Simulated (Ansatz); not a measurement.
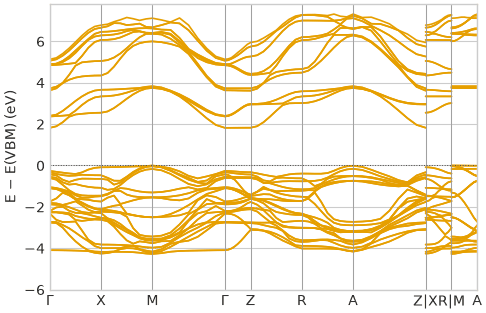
Band structure from PBE with spin–orbit coupling (plane waves, PAW; program Ansatz)

Q: Read off the gap and where the band edges lie.

A: About 1.8 eV (1.82 eV by a search for the band edges); maximum at M, minimum at Γ.

The material is Sr₂ZrTiO₆ in space group P4/mmm (No. 123; Pearson symbol tP10).

The start of the workflow was typed in or built on a structure type; neither database checked (COD, Materials Project) lists it. Its standing as an ambient phase is unchecked. The PBE relaxation kept the symmetry of its start; its stability against distortions is not shown here. The workflow began spin-polarised and lost its moments.

Potentials: the earlier of the program's two PAW sets.
